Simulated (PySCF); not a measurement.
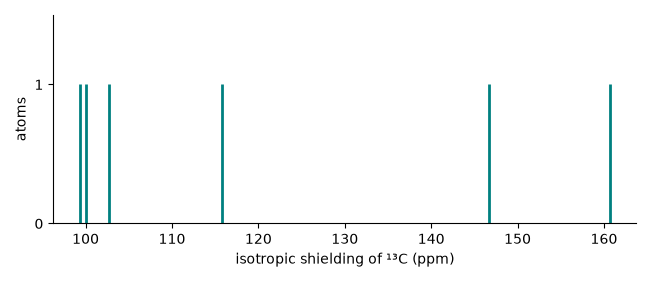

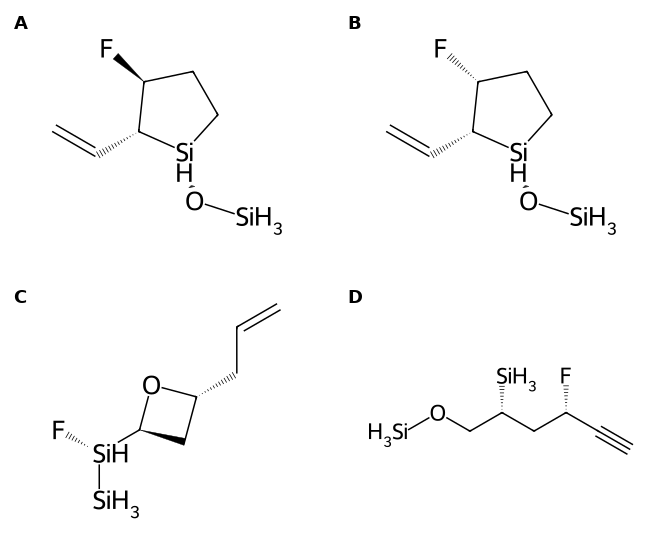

The sticks are computed shieldings of one of the molecules, for one fixed geometry (GFN2-xTB) without averaging over rotations. Low shielding means a high chemical shift. Method: GIAO PBE0/pcSseg-1 NMR shielding, non-relativistic, gas phase (PySCF 2.14.0).

**Which molecule gives this pattern?**

D, `C#C[C@@H](F)C[C@@H]([SiH3])CO[SiH3]`. Its 6 C atoms give lines at 99.3, 100.0, 102.8, 115.7, 146.7, 160.7 ppm.

The geometry is semi-empirical. Around Si such bond lengths and angles can be off by a tenth of an ångström or more and by several degrees, and values that hang on the shape move with them.
